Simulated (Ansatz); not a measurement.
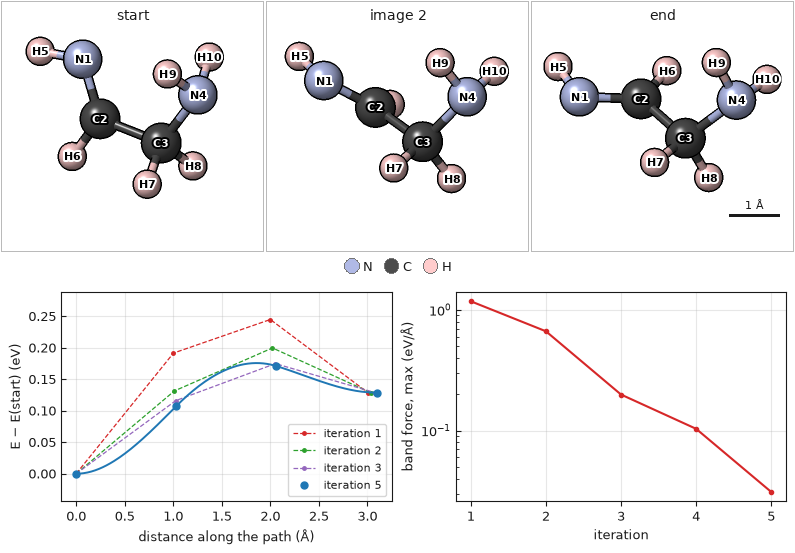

NEB run on C2H6N2. Images are numbered from 0 (start) to 3 (end). The plot follows the band through its iterations. Style: ball-and-stick. Shown at a tilt.

Level of theory: RKS PBE0-D4/def2-SVP (Ansatz).

Input
```yaml
crystal:
  periodic: [false, false, false]
  atoms:
    - { symbol: "N", position_ang: [-1.029261, 0.966589, -0.711889] }
    - { symbol: C, position_ang: [-0.93112, -0.06428, 0.019172] }
    - { symbol: C, position_ang: [0.41413, -0.599549, 0.429304] }
    - { symbol: "N", position_ang: [1.560591, 0.12429, -0.053163] }
    - { symbol: H, position_ang: [-2.011493, 1.189949, -0.893352] }
    - { symbol: H, position_ang: [-1.805934, -0.631977, 0.399496] }
    - { symbol: H, position_ang: [0.435564, -0.651451, 1.534503] }
    - { symbol: H, position_ang: [0.470077, -1.656975, 0.107672] }
    - { symbol: H, position_ang: [1.475549, 1.09681, 0.24145] }
    - { symbol: H, position_ang: [1.505098, 0.175494, -1.070093] }
basis:
  gaussian: { orbitals: def2-SVP }
hamiltonian:
  xc: pbe0
  dispersion: d4
neb:
  order_check: false
  images: 2
  f_tol: 0.05
  max_iterations: 60
  initial_path: idpp
  climbing: false
  final_atoms:
    - { symbol: "N", position_ang: [-1.74482829, 0.71758016, 0.37732185] }
    - { symbol: C, position_ang: [-0.84658648, 0.04600875, -0.21390455] }
    - { symbol: C, position_ang: [0.36195877, -0.482156, 0.50581088] }
    - { symbol: "N", position_ang: [1.62582332, -0.03473111, -0.0475335] }
    - { symbol: H, position_ang: [-2.47103925, 1.0076314, -0.28504652] }
    - { symbol: H, position_ang: [-0.86621627, -0.17025359, -1.30507855] }
    - { symbol: H, position_ang: [0.28282937, -0.18051069, 1.56211453] }
    - { symbol: H, position_ang: [0.33917334, -1.58645905, 0.48560736] }
    - { symbol: H, position_ang: [1.66289771, 0.98273893, -0.06730453] }
    - { symbol: H, position_ang: [1.73918878, -0.3509488, -1.00888698] }
```

Run as
```bash
ansatz run input.yaml --threads 1 --pin off --max-ram 2048MiB --backend cpu --events-out ev --progress --plain --runs-dir out
```

Did the band converge, and can the barrier be trusted?

The run is converged, with reservations. The band converged in 5 iterations. The largest component of the band force went from 1.2 to 0.031 eV/Å. No image climbed, so the highest image needn't lie on the saddle point, and the true maximum along this path can be higher. So few images resolve the path coarsely. The first iteration put the highest image at 0.245 eV. Forward barrier 0.171 eV, backward barrier 0.042 eV, with image 2 at the top; the reaction energy is +0.129 eV.

The run took 40 s on 1 thread of Intel(R) Xeon(R) Processor @ 2.70GHz (shared host), peak memory 0.17 GiB.
